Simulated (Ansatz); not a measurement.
Si (diamond structure), cut as [111] wire, round, centred on atom, 1.02 nm across, random alloy, Ge share near 0.25, F-ended

Calculation: PBE (plane waves to 420 eV, PAW; Ansatz, a first-principles code).

k-points: Γ-centred 1×1×3 mesh; occupations: Fermi-Dirac, 0.020 eV; spin polarisation not allowed. Spin-orbit coupling is left out.

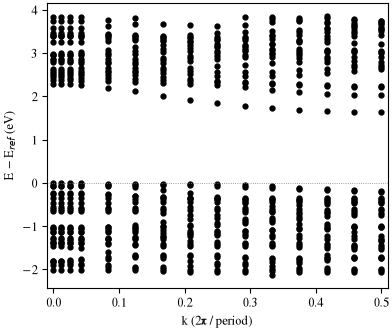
Fig. 1. Levels along the axis at 15 k-points, drawn as points, zero at the top of the valence band

Electronic character: not metallic; Kohn-Sham band gap: 1.65 eV. Only levels within the plotted window are shown.
